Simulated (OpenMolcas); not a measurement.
**Single-point calculation, with input and output: SiH$_{4}$**

- system: SiH$_{4}$, multiplicity 3, SMILES [SiH4]
- method: NEVPT2/STO-3G (OpenMolcas 26.06)

The run did not end well. The geometry is that of the parent species in another charge or spin state. The geometry comes from this level: PBE0-D4/def2-TZVP.

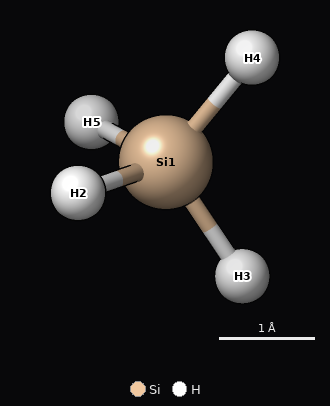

Fig. 1: The structure as given in the input (ball-and-stick view, seen at an oblique angle; atoms are numbered from 1 in the order of the input). Bond lengths as drawn: H–Si 1.48 Å.

### Input file
```
&gateway
baslib=$CurrDir
coord
5
angstrom
Si       0.000000       0.000000      -0.000100
H        0.967600      -0.688400       0.890900
H       -1.331000       0.044900       0.656000
H       -0.105100      -0.740300      -1.282600
H        0.468500       1.383800      -0.264200
basis=STO-3G
group=NoSym
&seward
&rasscf
fileorb=$CurrDir/step2.RasOrb
spin=3
nactel=2 0 0
inactive=8
ras2=2
orblisting=Nothing
&caspt2
sc-nevpt2
frozen=5
```

Run on 1 thread of AMD EPYC (Zen 3), 64 GiB of memory available, shared host.

Launch command:
```bash
export MOLCAS_MEM=1860
pymolcas step4.inp > step4.log
```

### What the program printed
```
--- Start Module: gateway ---

                                              &GATEWAY

                       available to each process: 1.9 GB of memory, 1 thread

 Basis Set     1 Label: SI.STO-3G
 Basis set is read from library:.
 basistype.tbl is not found

 Basis Set     2 Label: H.STO-3G
 Basis set is read from library:.
 basistype.tbl is not found

++    Symmetry information:
      ---------------------

                    Character Table for C1

                             E
                    a        1  x, y, xy, Rz, z, xz, Ry, yz, Rx, I
--

++    Basis set information:
      ----------------------

      Basis set label: SI.STO-3G.........

      Electronic valence basis set:
      ------------------
      Associated Effective Charge  14.000000 au
      Associated Actual Charge     14.000000 au
      Nuclear Model: Point charge

      Shell  nPrim  nBasis  Cartesian Spherical Contaminant
         s       9       3        X
         p       6       2        X

      Basis set label: H.STO-3G.........

      Electronic valence basis set:
      ------------------
      Associated Effective Charge   1.000000 au
      Associated Actual Charge      1.000000 au
      Nuclear Model: Point charge

      Shell  nPrim  nBasis  Cartesian Spherical Contaminant
         s       3       1        X
--

++    Molecular structure info:
      -------------------------

                    ************************************************
                    **** Cartesian Coordinates / bohr, angstrom ****
                    ************************************************

     Center  Label                x              y              z                     x              y              z
        1      SI1              0.000000       0.000000      -0.000189              0.000000       0.000000      -0.000100
        2      H2               1.828499      -1.300887       1.683557              0.967600      -0.688400       0.890900
        3      H3              -2.515225       0.084849       1.239660             -1.331000       0.044900       0.656000
        4      H4              -0.198610      -1.398964      -2.423763             -0.105100      -0.740300      -1.282600
        5      H5               0.885337       2.615003      -0.499266              0.468500       1.383800      -0.264200

                    ***************************************
                    *    InterNuclear Distances / bohr    *
                    ***************************************

               1 SI1           2 H2            3 H3            4 H4            5 H5
    1 SI1      0.000000
    2 H2       2.805480        0.000000
    3 H3       2.805492        4.580966        0.000000
    4 H4       2.805398        4.581361        4.581384        0.000000
    5 H5       2.805555        4.581317        4.581415        4.581546        0.000000

                    *******************************************
                    *    InterNuclear Distances / angstrom    *
                    *******************************************

               1 SI1           2 H2            3 H3            4 H4            5 H5
    1 SI1      0.000000
    2 H2       1.484596        0.000000
    3 H3       1.484602        2.424143        0.000000
    4 H4       1.484553        2.424352        2.424364        0.000000
    5 H5       1.484636        2.424329        2.424381        2.424450        0.000000

                    **************************************
                    *    Valence Bond Angles / degree    *
                    **************************************
                          Atom centers                 Phi
                      2 H2       1 SI1      3 H3       109.46
                      2 H2       1 SI1      4 H4       109.47
                      2 H2       1 SI1      5 H5       109.47
                      3 H3       1 SI1      4 H4       109.48
                      3 H3       1 SI1      5 H5       109.47
                      4 H4       1 SI1      5 H5       109.48
--

            Nuclear Potential Energy             21.27058826 au

--- Stop Module: gateway /rc=_RC_ALL_IS_WELL_ ---

--- Start Module: seward ---

                                              &SEWARD

                       available to each process: 1.9 GB of memory, 1 thread

               SEWARD will generate:
                  Multipole Moment integrals up to order  2
                  Kinetic Energy integrals
                  Nuclear Attraction integrals (point charge)
                  One-Electron Hamiltonian integrals
                  Velocity integrals
                  Orbital angular momentum around (  0.0000   0.0000  -0.0002 )
                  Velocity quadrupole around (  0.0000   0.0000  -0.0002 )
                  Two-Electron Repulsion integrals

                   Integrals are discarded if absolute value <: 1.00E-14
                   Integral cutoff threshold is set to       <: 1.00E-16

            Nuclear Potential Energy             21.27058826 au

      Basis set specifications :
      Symmetry species         a
      Basis functions           13

--- Stop Module: seward /rc=_RC_ALL_IS_WELL_ ---

--- Start Module: rasscf ---

                                              &RASSCF

                       available to each process: 1.9 GB of memory, 1 thread

      Header of the ONEINT file:
      --------------------------

      OrdInt status: non-squared

      Cartesian coordinates in angstrom:
      -----------------------------------------------------
      No.  Label        X            Y            Z
      -----------------------------------------------------
       1   SI1        0.00000000   0.00000000  -0.00010000
       2   H2         0.96760000  -0.68840000   0.89090000
       3   H3        -1.33100000   0.04490000   0.65600000
       4   H4        -0.10510000  -0.74030000  -1.28260000
       5   H5         0.46850000   1.38380000  -0.26420000
      -----------------------------------------------------
      Nuclear repulsion energy =   21.27058826

++    Wave function specifications:
      -----------------------------

      Number of closed shell electrons          16
      Number of electrons in active shells       2
      Max number of holes in RAS1 space          0
      Max nr of electrons in RAS3 space          0
      Number of inactive orbitals                8
      Number of active orbitals                  2
      Number of secondary orbitals               3
      Spin quantum number                      1.0
      State symmetry                             1
--

++    Orbital specifications:
      -----------------------

      Symmetry species                           1
                                                 a
      Frozen orbitals                            0
      Inactive orbitals                          8
      Active orbitals                            2
      RAS1 orbitals                              0
      RAS2 orbitals                              2
      RAS3 orbitals                              0
      Secondary orbitals                         3
      Deleted orbitals                           0
      Number of basis functions                 13
--

++    CI expansion specifications:
      ----------------------------

      Number of CSFs                             1
      Number of determinants                     1
      Number of root(s) required                 1
      Root chosen for geometry opt.              1
      CI root used                               1

      highest root included in the CI            1
      max. size of the explicit Hamiltonian      1
--

++    Optimization specifications:
      ----------------------------

      RASSCF algorithm: Conventional
      Maximum number of macro iterations       200
      Maximum number of SX iterations          100
      Threshold for RASSCF energy            1.000E-08
      Threshold for max MO rotation          1.000E-01
      Threshold for max BLB element          1.000E-04
      Level shift parameter                  5.000E-01
      Make Quasi-Newton update
--

      The MO-coefficients are taken from the file:
      step2.RasOrb
      Title: RASSCF average (pseudo-natural) orbitals

      Total molecular charge    0.00

      ************************************************************************************************************************
      *                                            Wave function control section                                             *
      ************************************************************************************************************************

                                         RASSCF iterations: Energy and convergence statistics
                                         ----------------------------------------------------

          iter iter root      energy       change     param      element    value   shift minimum  type update hh:mm:ss
 Nr of preliminary CI iterations:   1
        1   1    3    1  -287.45489884    0.00E+00   3.71E-06    6  11 1  2.30E-06   0.35   0.00    SX    NO    0:00:00
        2   1    3    1  -287.45489884   -3.70E-11   2.72E-06   10  12 1  1.61E-06   0.35   0.00    SX    NO    0:00:00
        3   1    3    1  -287.45489884   -1.64E-11   2.00E-06   10  12 1  1.18E-06   0.35   0.00    SX    NO    0:00:00
        4   1    3    1  -287.45489884   -8.19E-12   1.47E-06   10  12 1  8.67E-07   0.35   0.00    SX    NO    0:00:00
      Convergence after  4 iterations
        5   1    3    1  -287.45489884   -4.83E-12   1.47E-06   10  12 1  6.37E-07   0.35   0.00    SX    NO    0:00:00

      ************************************************************************************************************************
                                                      Wave function printout:
                       occupation of active orbitals, and spin coupling of open shells (u,d: Spin up or down)
      ************************************************************************************************************************

      Note: transformation to natural orbitals
      has been made, which may change the order of the CSFs.

      printout of CI-coefficients larger than  0.05 for root  1
      energy=    -287.454899
      conf/sym  11     Coeff  Weight
             1  uu   1.00000 1.00000

      Natural orbitals and occupation numbers for root  1
      sym 1:   1.000000   1.000000

      ************************************************************************************************************************
      *                                                    Final results                                                     *
      ************************************************************************************************************************

++    Final optimization conditions:
      ------------------------------

      Average CI energy                            -287.45489884
      RASSCF energy for state  1                   -287.45489884
      Super-CI energy                                -0.00000000
      RASSCF energy change                           -0.00000000
      Max change in MO coefficients               1.664E-06
      Max non-diagonal density matrix element     1.468E-06
      Maximum BLB matrix element                  6.370E-07
      (orbital pair  10,  12 in symmetry   1)
      Norm of electronic gradient            9.920E-07
--

      Final state energy(ies):
      ------------------------

::    RASSCF root number  1 Total energy:   -287.45489884
      Von Neumann Entropy (Root   1) =  1.00000

      Mulliken population analysis for root number:  1
      -----------------------------------------------

++    Molecular charges:
      ------------------

      Mulliken charges per centre
      ---------------------------

                SI1     H2      H3      H4      H5
      Total   13.5194  1.1584  1.1584  1.0053  1.1584

      N-E      0.4806 -0.1584 -0.1584 -0.0053 -0.1584

      Total electronic charge=   18.000000

      Total            charge=   -0.000000
--

      Expectation values of various properties for root number:  1
      -----------------------------------------------------------

++    Molecular properties:
      ---------------------

      Charge (e):
                      =   -0.0000
      Dipole Moment (debye):
      Origin of the operator (angstrom)=    0.0000    0.0000   -0.0001
                   X= -4.5550E-02               Y= -3.2060E-01               Z= -5.5522E-01           Total=  6.4275E-01
      Quadrupole Moment (debye*angstrom):
      Origin of the operator (angstrom)=    0.0000    0.0000   -0.0001
                  XX= -1.4956E+01              XY=  3.1291E-02              XZ=  5.4502E-02              YY= -1.4739E+01
                  YZ=  3.8360E-01              ZZ= -1.4296E+01
      In traceless form (debye*angstrom)
                  XX= -4.3820E-01              XY=  4.6937E-02              XZ=  8.1753E-02              YY= -1.1316E-01
                  YZ=  5.7540E-01              ZZ=  5.5136E-01
--

      Mulliken spin population analysis for root number:  1
      ---------------------------------------------------

++    Molecular charges:
      ------------------

      Mulliken spin population per centre
      ---------------------------

                SI1     H2      H3      H4      H5
      Total    0.9018  0.0355  0.0355  0.9916  0.0356

      Total electronic spin=    2.000000
--

      Average orbitals are written to the RASORB file
      Natural orbitals for root   1 are written to the RASORB.1 file
      Spin density orbitals for root   1 are written to the SPDORB.1 file

--- Stop Module: rasscf /rc=_RC_ALL_IS_WELL_ ---

--- Start Module: caspt2 ---

                                              &CASPT2

                       available to each process: 1.9 GB of memory, 1 thread

 ###############################################################################
 ###    WARNING: User changed nr of frozen orbitals.                         ###
 ###############################################################################

++    Wave function specifications:
      -----------------------------

      Number of closed shell electrons           6
      Number of electrons in active shells       2
      Max number of holes in RAS1 space          0
      Max number of electrons in RAS3 space      0
      Number of inactive orbitals                3
      Number of active orbitals                  2
      Number of secondary orbitals               3
      Spin quantum number                      1.0
      State symmetry                             1
      Number of CSFs                             1
      Number of CASSCF root(s) available         1
      NEVPT2 state passed to geometry opt.       1
      A file JOBMIX will be created
      This is a high spin open shell RHF reference function
--

++    Orbital specifications:
      -----------------------

      Symmetry species                           1
                                                 a
      Frozen orbitals                            5
      Inactive orbitals                          3
      Active orbitals                            2
      Secondary orbitals                         3
      Deleted orbitals                           0
      Number of basis functions                 13
--

++    NEVPT2 specifications:
      ----------------------

      Type of calculation                        SS-NEVPT2
      Internal contraction for energies          partially and strongly contracted
                                                 (PC-NEVPT2 and SC-NEVPT2)
      Denominator threshold for SC-NEVPT2        1.00E-09
      Fock operator                              state-specific
      0th-order Hamiltonian                      DYALL
      IPEA shift                                 0.00
      Real shift                                 0.00
      Imaginary shift                            0.00
      The input orbitals will be transformed to quasi-canonical
--

--------------------------------------------------------------------------------
 Estimated memory requirements:
  POLY3 :                   250042
  RHS:                      250308
  SIGMA :                   250288
  PRPCTL:                        0
 Available workspace:    232492045

++ NEVPT2 computation for group   1

********************************************************************************
 Multi-State initialization phase begins for group   1
--------------------------------------------------------------------------------
********************************************************************************
 Compute H0 matrices for state    1
--------------------------------------------------------------------------------
--------------------------------------------------------------------------------
 H0 matrices have been computed.

********************************************************************************
  NEVPT2 EQUATION SOLUTION
--------------------------------------------------------------------------------
 ###############################################################################
 ###    Location: AixRd                                                      ###
 ###    File: LUCIEX                                                         ###
 ###    Premature abort while reading buffer from disk                       ###
 ###    End of file reached                                                  ###
 ###############################################################################

--- Stop Module: caspt2 /rc=-6 ---

.########################.
.# Non-zero return code #.
.########################.

    Timing: Wall=1.98 User=1.39 System=0.51
```

### Outcome

```tsv
quantity	value
outcome	ended with an error
basis functions	13
wall time	2.2 s
peak memory	0.37 GiB
```

### Diagnosis

The run ended with an error.
